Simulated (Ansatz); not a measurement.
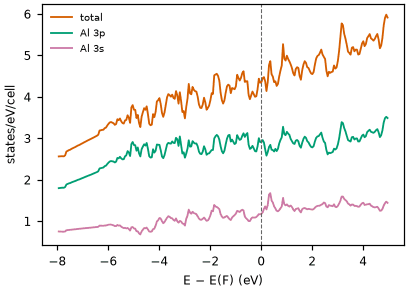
Total and projected density of states of Al in space group P6_3/mmc (No. 194; Al on 4f, Al on 2b, Al on 4f, Al on 2a), r²SCAN (plane waves, PAW; program Ansatz)

Problem. Which orbitals carry the states next to the Fermi level?

Solution. Within 0.5 eV of the Fermi level: Al 3p 65 %, Al 3s 29 %, outside the projected shells 6 %. Projections are on Löwdin-orthogonalised atomic valence shells; empty p or d shells of many metals are not among them.

Problem. Where is the tallest occupied peak in this window, and what makes it?

Solution. Near -0.7 eV, about 4.6 states/eV per cell; the largest projected share is Al 3p.

The start of the workflow was typed in or built on a structure type; the Crystallography Open Database copy checked does not list it. It is not the phase usual at ambient conditions (space group No. 225). The r²SCAN relaxation kept the symmetry of its start; whether a distortion lowers the energy is not shown.

Potentials: the earlier of the program's two PAW sets.
